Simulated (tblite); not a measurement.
# BSiNH6 (charge −1): frequency calculation

- system: BSiNH6, charge −1, multiplicity 2
- method: GFN2-xTB harmonic vibrations, gas phase (tblite 0.8.0)

It belongs to a series of runs on one base structure; here: X = H replaced by NHSiH3.

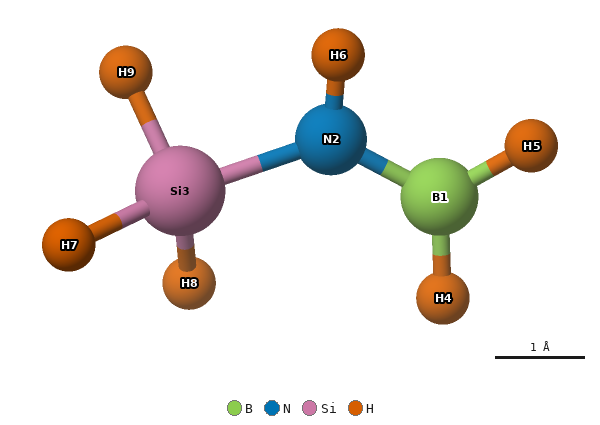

The structure as given in the input (ball-and-stick view, seen at a tilt; atoms are numbered from 1 in the order of the input).

## Summary

```tsv
quantity	value
outcome	converged
total energy	−247.4943 eV
zero-point energy	34.3900 kcal/mol
hardware	1 CPU thread, shared host
peak memory	0.18 GiB
```

## Input file
```
{"job": {"kind": "ir", "xc": "GFN2-xTB", "basis": "xTB"}, "charge": -1, "multiplicity": 2}
B      1.614204    -0.216526    -0.242820
N      0.460485     0.309432     0.334714
Si    -1.288695    -0.079051     0.177639
H      1.544261    -0.926607    -1.195252
H      2.695530     0.013886     0.229356
H      0.630130     0.852563     1.175210
H     -2.613834    -0.871073     0.442537
H     -1.271701    -0.285850    -1.293006
H     -1.756817     1.209219     0.773681
```

The first line tells a small driver script what to run in tblite; the rest is the geometry in Å.

Launched with:
```bash
OMP_NUM_THREADS=1 python <driver script> task.json out
```

## What the program printed
```
mode    cm-1     km/mol
  1     176.8     13.16
  2     270.9      4.96
  3     290.9     94.63
  4     399.1    117.56
  5     454.4     27.56
  6     551.6     81.93
  7     610.9     61.42
  8     722.9    133.48
  9     756.9     35.16
 10     906.7    133.48
 11     920.5    735.56
 12    1044.8     47.92
 13    1133.2    228.97
 14    1248.8    143.31
 15    1289.9    116.01
 16    1311.2    614.34
 17    1910.5    478.50
 18    1993.4    340.92
 19    2294.9    614.92
 20    2424.7    377.60
 21    3343.5     54.90
```

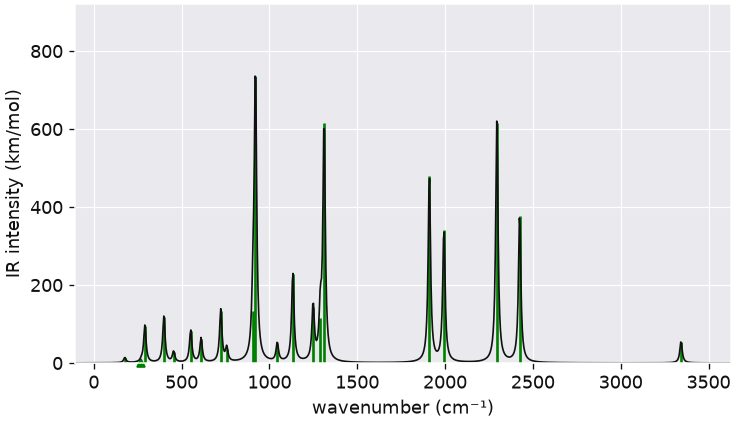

Harmonic infrared spectrum, unscaled: sticks (degenerate modes added up, dark ones marked on the axis) with a Lorentzian envelope of 16 cm⁻¹ full width, scaled to the tallest stick. 21 modes from 177 to 3344 cm⁻¹, none imaginary. The strongest line is at 920 cm⁻¹ (736 km/mol).
